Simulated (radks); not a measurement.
System: the neutral osmium atom, configuration [Xe] 4f14 5d6 6s2 (high spin). It is put inside a hard spherical wall of varying radius. The calculation used the in-house radial solver radks at this level: scalar-relativistic Kohn-Sham, PBE, spin-polarised, spherical densities, finite nucleus. Wanted, and plotted below: the outer orbital energies (spin up), on a scale that is linear within ±10 eV and logarithmic beyond.

The levels rise as the wall closes in: 6p↑ goes from −1.47 eV at 20 bohr to 168.2 eV at 2 bohr and passes zero between 10 and 3.5 bohr. On compression 5p↑ drops below 4f↑ between 10 and 3.5 bohr. The fastest to rise is 6p↑ (by 169.7 eV), the slowest 5p↑ (by 56.5 eV): the wall presses hardest on the most extended orbitals.

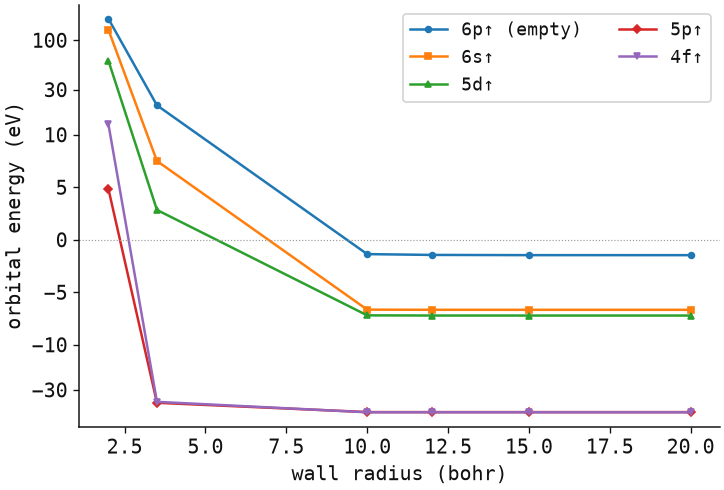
